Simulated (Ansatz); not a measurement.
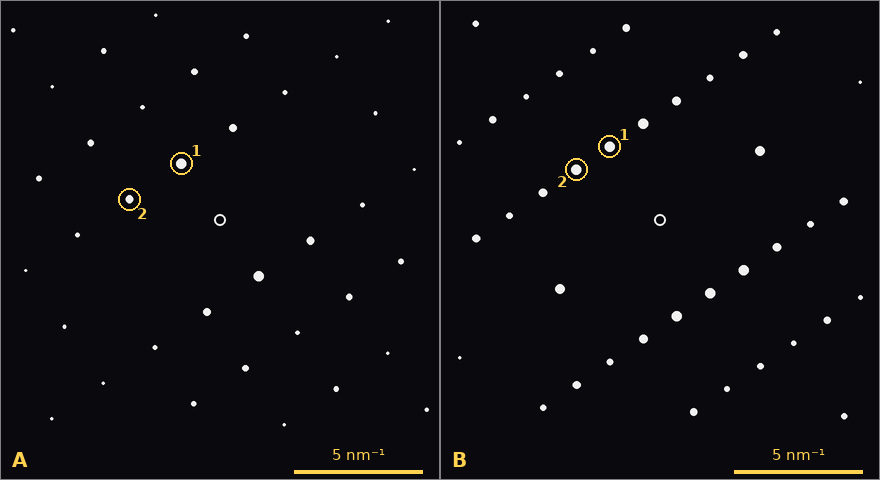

Kinematic electron diffraction patterns (120 kV, B = 0.5 Å², same scale) along [110] of the run's own cell, for the start and the end of one relaxation of BeAs2 with Ansatz, DFT, PAW plane waves, r2scan. k mesh 6×6×5. The start is a generated model structure, and the relaxation ends in the nearest stationary point of its symmetry, not necessarily the ground state. Spot 1 is -1 1 0 and spot 2 is -1 1 1 in both.

Start structure:

```
As Be
1.0
     2.88035    4.98890    0.00000
    -2.88035    4.98890    0.00000
     0.00000    0.00000    6.30589
As Be
6 3
Cartesian
  -1.2509 6.3214 1.3439
  0.9116 5.7337 3.4459
  0.3393 7.9004 5.5478
  0.3393 2.0774 4.9620
  -1.2509 3.6564 2.8600
  0.9116 4.2441 0.7581
  -0.1728 4.9889 2.1018
  -1.3538 2.3448 4.2037
  1.5266 2.6441 6.3057
```

**Which pattern belongs to the start structure, and which to the relaxed one?**

B is the start: its cell gives d(1) = 2.880 Å, d(2) = 2.620 Å and an angle of 24.5°. A is the relaxed structure, with d(1) = 3.736 Å (+29.7 %), d(2) = 2.750 Å (+5.0 %) and 42.6°.

**Name reflections whose intensity changes strongly on relaxation.**

1 -1 2 goes from 50 to 3 % of the strongest spot; 2 -2 0 goes from 16 to 2.3 % of the strongest spot; 2 -2 -2 goes from 28 to 7 % of the strongest spot.

**What did the relaxation do to the structure and the energy?**

The volume changed by +8.4 % to 21.83 Å³ an atom; with the mean shift removed, the atoms moved by up to 0.48 Å relative to the cell (Be most); the space group stayed P3_121 (No. 152); the free energy fell by 1200 meV an atom. Relaxed cell: a = 7.471 Å, b = 7.471 Å, c = 4.063 Å, α = 90.00°, β = 90.00°, γ = 60.00°.
